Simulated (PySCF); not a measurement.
C5H7OP

```xyz
14

C    -2.0642   -0.2464    0.0422
C    -0.5818   -0.1943    0.0069
C     0.2957   -1.2057    0.0623
C     1.6982   -0.8225   -0.0020
C     1.9377    0.4895   -0.1143
P     0.3544    1.3659   -0.1216
O     0.0336    2.3011   -1.2006
H    -2.4680    0.4475   -0.6950
H    -2.4290   -1.2508   -0.1640
H    -2.4328    0.0627    1.0215
H     0.0164   -2.2459    0.1323
H     2.4681   -1.5786    0.0286
H     2.9062    0.9532   -0.1745
H     0.2647    1.9238    1.1561
```

Geometry: GFN2-xTB.

All numbers below come from CAM-B3LYP/def2-SVPD, SCF density, gas phase (PySCF 2.14.0).

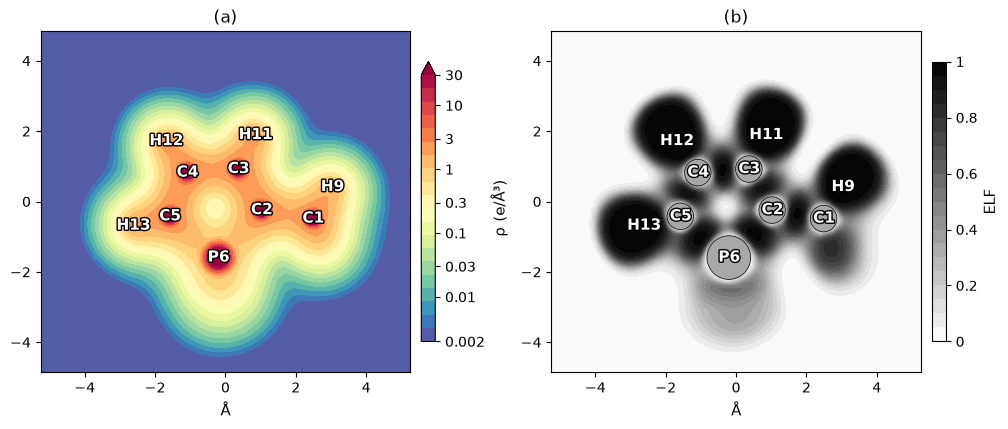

Figure 1. (a) electron density; (b) electron localisation function on the plane of atoms C2, C3 and H11. Grey discs cover the atomic cores in the ELF map.

Read the bonding off the picture.

The section cuts through C, P and H sites. C–C (1.34 Å): the density is about 2.3 e/Å³ at the midpoint; the ELF peaks at about 0.95 between the atoms; a multiple bond. C–P (1.81 Å): ρ at the midpoint is about 1.2 e/Å³; the ELF peaks at about 0.95 between the atoms (a covalent bond). C–H (1.08 Å): the density is about 2 e/Å³ at the midpoint; the ELF climbs to about 1 towards the hydrogen, as it does in any bond to H: a covalent bond by its length. C–C (1.46 Å): the density is about 1.9 e/Å³ at the midpoint; the ELF peaks at about 0.95 between the atoms (localised, covalent bonding).

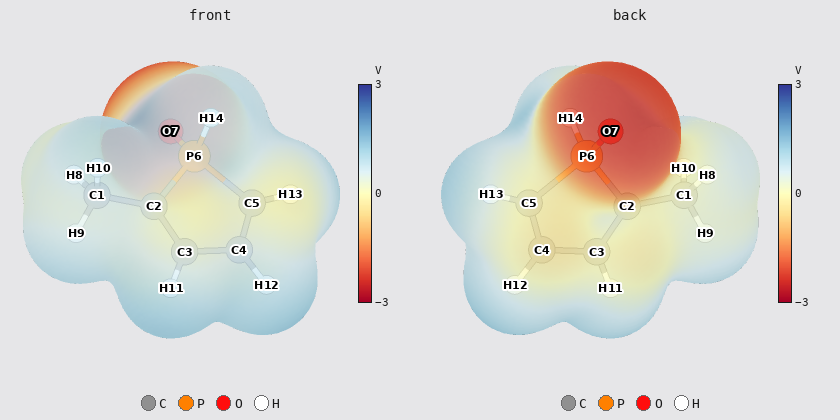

Figure 2. The molecular electrostatic potential painted on the density surface at 0.002 e/bohr³, seen from the front and from behind; red is negative and blue positive.

Which sites attract a positive test charge, and which a negative one?

A positive charge is drawn to the negative regions and a negative charge to the positive ones. The most negative region (about −2.3 V) lies over O7, the most positive (about +1.3 V) over P6, H11 and H12. O7 is the likeliest acceptor of a hydrogen bond.

What dipole moment does the calculation give?

Its dipole moment is 4.58 D.

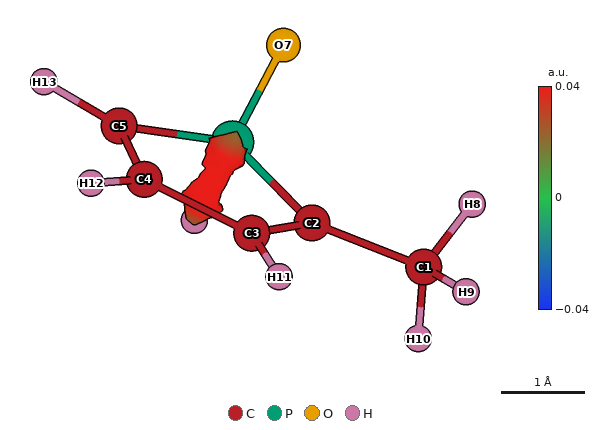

Figure 3. Non-covalent interaction (NCI) plot: the surface where the reduced density gradient is 0.6, for densities under 0.05 a.u., coloured by sign(λ₂)ρ; seen at an oblique angle.

Which non-covalent interactions does the plot reveal?

Inside the ring or cage of C2, C3, C4, C5 and P6: steric crowding (red).
